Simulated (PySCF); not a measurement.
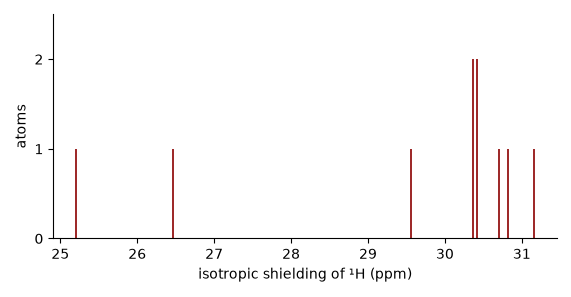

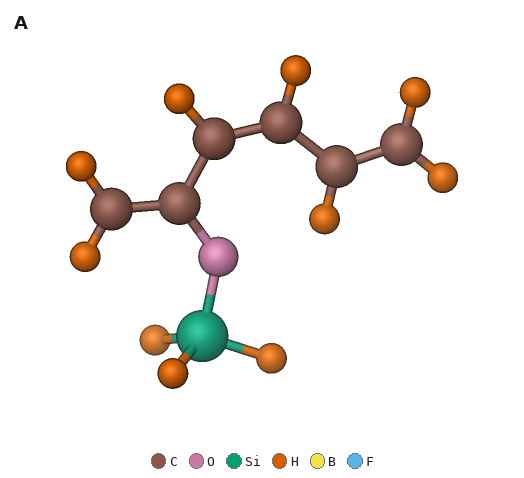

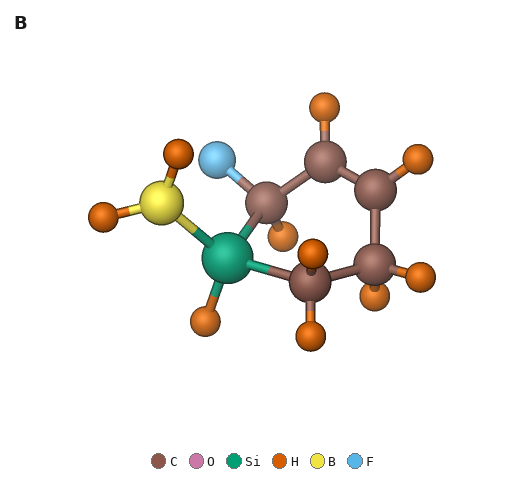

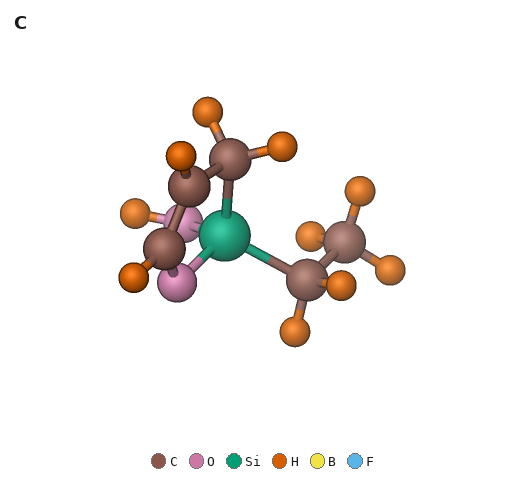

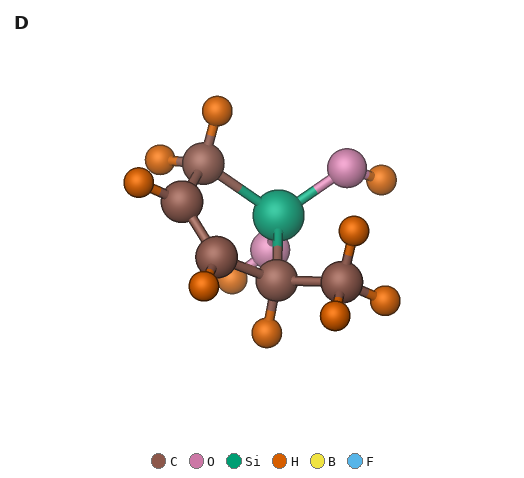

The sticks are computed shieldings of one of the molecules, for one fixed geometry (GFN2-xTB) without averaging over rotations. Low shielding means a high chemical shift. Method: GIAO PBE0/pcSseg-1 NMR shielding, non-relativistic, gas phase (PySCF 2.14.0).

Match the spectrum to a structure.

C, `CC[Si@]1(O)CC=CO1`. Its 10 H atoms give lines at 25.20, 26.46, 29.56, 30.36 (2 atoms), 30.42 (2 atoms), 30.71, 30.83, 31.16 ppm.

The geometry is semi-empirical. Around B, Si such bond lengths and angles can be off by a tenth of an ångström or more and by several degrees, and values that hang on the shape move with them.
